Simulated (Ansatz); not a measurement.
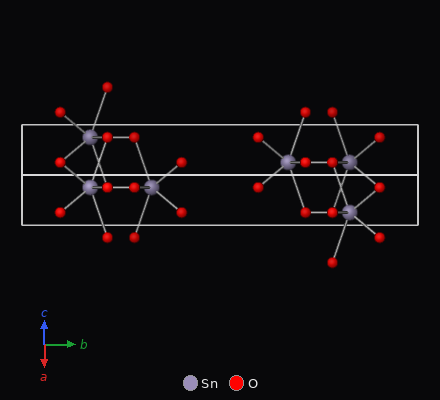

The structure, seen along [101]; the drawing may span several cells.

Given this structure, coordinates from a relaxation with DFT PBE, scalar-relativistic, plane waves, PAW in Ansatz 0.2.0; the starting structure was generated, so it need not be a known form of this composition, written in its standard cell:

```cif
data_structure
_symmetry_space_group_name_H-M 'Cmcm'
_symmetry_Int_Tables_number 63
_cell_length_a 3.2881
_cell_length_b 18.3734
_cell_length_c 3.2883
_cell_angle_alpha 90.000
_cell_angle_beta 90.000
_cell_angle_gamma 90.000
_cell_volume 198.66
loop_
_atom_site_label
_atom_site_type_symbol
_atom_site_symmetry_multiplicity
_atom_site_Wyckoff_symbol
_atom_site_fract_x
_atom_site_fract_y
_atom_site_fract_z
_atom_site_occupancy
Sn1 Sn 4 c 0.00000 0.82765 0.25000 1
O1 O 4 c 0.00000 0.71589 0.25000 1
O2 O 4 c 0.50000 0.90325 0.25000 1
O3 O 4 c 0.00000 0.90326 0.75000 1
```

Question: Predict the [101] zone-axis pattern (200 kV, kinematic, B = 0.8 Å²).

Answer: The spots form a centred rectangular net whose two shortest vectors correspond to d = 9.19 Å and 2.31 Å, 82.8° apart. They are 0 2 0 and 1 1 -1. The pattern has symmetry 2mm. The lattice centring (C) removes all reflections that break h + k = 2n; reflections such as 1 -9 -1, 1 9 -1 are allowed but too weak to see at this display level.

Strongest reflections with d > 0.80 Å, one of each family (|F|² from tabulated Gaussian fits of the electron scattering factors, times a small damping for the curvature of the Ewald sphere):

```json
{"hkl": "0 2 0", "d (Å)": "9.187", "I (strongest = 100)": "100"}
{"hkl": "1 7 -1", "d (Å)": "1.740", "I (strongest = 100)": "84"}
{"hkl": "0 4 0", "d (Å)": "4.593", "I (strongest = 100)": "58"}
{"hkl": "1 1 -1", "d (Å)": "2.307", "I (strongest = 100)": "53"}
{"hkl": "2 0 -2", "d (Å)": "1.163", "I (strongest = 100)": "46"}
{"hkl": "1 3 -1", "d (Å)": "2.174", "I (strongest = 100)": "42"}
```

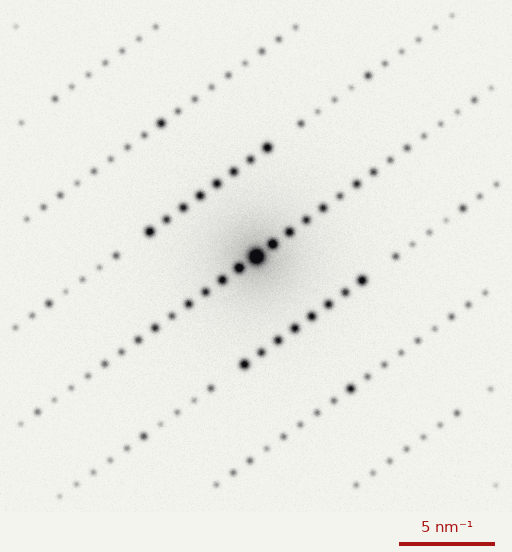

Calculated pattern, seen from the source side with [101] pointing towards the source.
